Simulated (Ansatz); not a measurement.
# C4H9PSSi: what the fields show

Input file:

```
crystal:
  periodic: [false, false, false]
  atoms:
    - symbol: C
      position_ang: [-1.137557, -1.714785, 1.017170]
    - symbol: C
      position_ang: [0.091699, -1.492177, 0.529440]
    - symbol: C
      position_ang: [1.023022, 1.509303, -0.233031]
    - symbol: C
      position_ang: [-0.280778, 2.218157, -0.686236]
    - symbol: P
      position_ang: [1.909470, -1.223392, -2.269237]
    - symbol: S
      position_ang: [-1.268201, 0.854686, -1.525220]
    - symbol: Si
      position_ang: [0.474144, -0.226491, -0.800824]
    - symbol: H
      position_ang: [-2.004607, -1.150257, 0.654972]
    - symbol: H
      position_ang: [-1.329191, -2.466551, 1.791647]
    - symbol: H
      position_ang: [0.925992, -2.092045, 0.921311]
    - symbol: H
      position_ang: [1.695169, -0.262120, -3.303168]
    - symbol: H
      position_ang: [0.933359, -2.138647, -2.771597]
    - symbol: H
      position_ang: [1.910237, 1.888808, -0.763665]
    - symbol: H
      position_ang: [1.213162, 1.604857, 0.847156]
    - symbol: H
      position_ang: [-0.110183, 3.032664, -1.404798]
    - symbol: H
      position_ang: [-0.867417, 2.615304, 0.154412]
basis:
  gaussian:
    orbitals: def2-SVPD
hamiltonian:
  xc: pbe0
output: {forces: true, orbitals: {seedname: orbitals}}
```

Command:

```sh
ansatz run input.yaml --threads 4 --pin off --max-ram 7830MiB --events-out events.jsonl --progress --plain --runs-dir runs
```

Geometry: B3LYP/def2-SVP.

Theory: isolated molecule in a Gaussian basis; Kohn-Sham density functional theory, functional PBE0 in Ansatz.

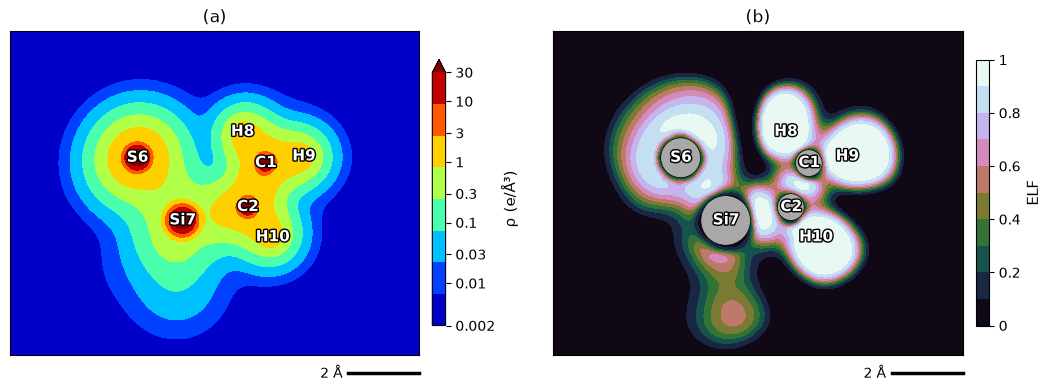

Figure 1. (a) total electron density; (b) electron localisation function on the plane of atoms C2, Si7 and S6. Grey discs cover the atomic cores in the ELF map.

Q: Describe what can be read from this map.

A: The plane passes through C, S, Si and H nuclei. C–C (1.34 Å): ρ at the midpoint is about 2.2 e/Å³; the ELF peaks at about 0.95 between the atoms; a multiple bond. C–Si (1.88 Å): the density is about 0.96 e/Å³ at the midpoint; the ELF peaks at about 0.95 between the atoms: a shared electron pair. Si–S (2.17 Å): ρ is about 0.76 e/Å³ halfway, with its minimum of 0.59 e/Å³ about 0.8 Å from Si; the ELF peaks at about 0.90 between the atoms: localised, covalent bonding. C–H (1.10 Å): ρ at the midpoint is about 2 e/Å³; the ELF climbs to about 1 towards the hydrogen, as it does in any bond to H; an ordinary covalent bond to hydrogen. The ELF also peaks beside S6, away from the bonds: lone-pair regions.

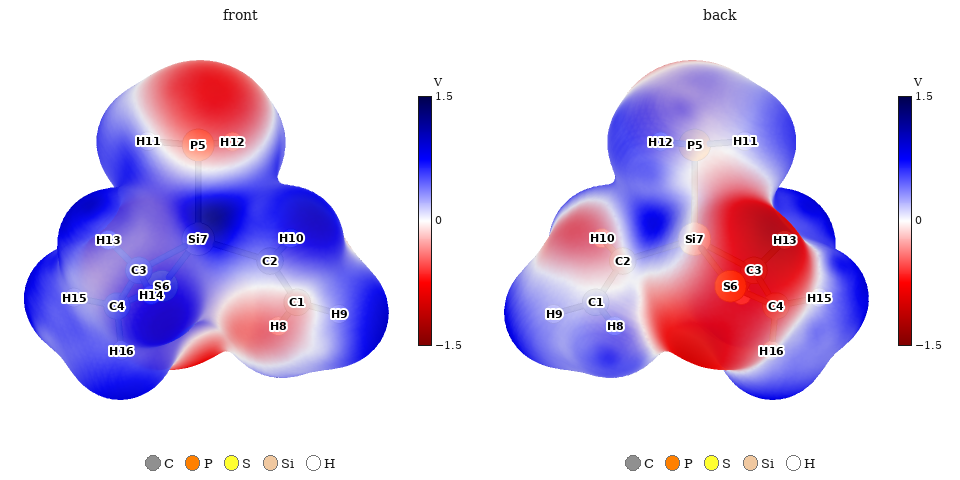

Figure 2. The electrostatic potential painted on the density surface at 0.002 e/bohr³, seen from the front and from behind; the colour scale runs from red (negative) to blue (positive).

Q: Which sites attract a positive test charge, and which a negative one?

A: A positive charge is drawn to the negative regions and a negative charge to the positive ones. The most negative region (about −1.0 V) lies over S6, the most positive (about +1.1 V) over Si7.

Q: How polar is the molecule by this calculation?

A: Its dipole moment is 1.58 D.

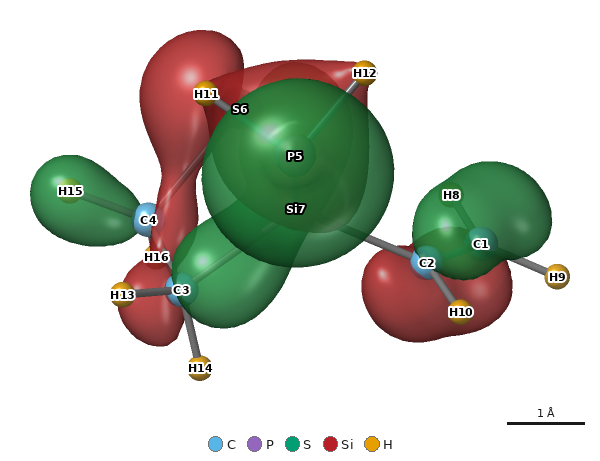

Figure 3. The HOMO−1 at ±0.1 Å⁻³ᐟ² (green and red are the two phases), seen at an oblique angle.

Q: What is the character of this orbital?

A: By Hirshfeld shares it lies mainly on P5 (about 35 %), S6 (about 15 %), Si7 (about 10 %), C1 (about 10 %) and C2 (about 10 %). Its energy is −7.58 eV.
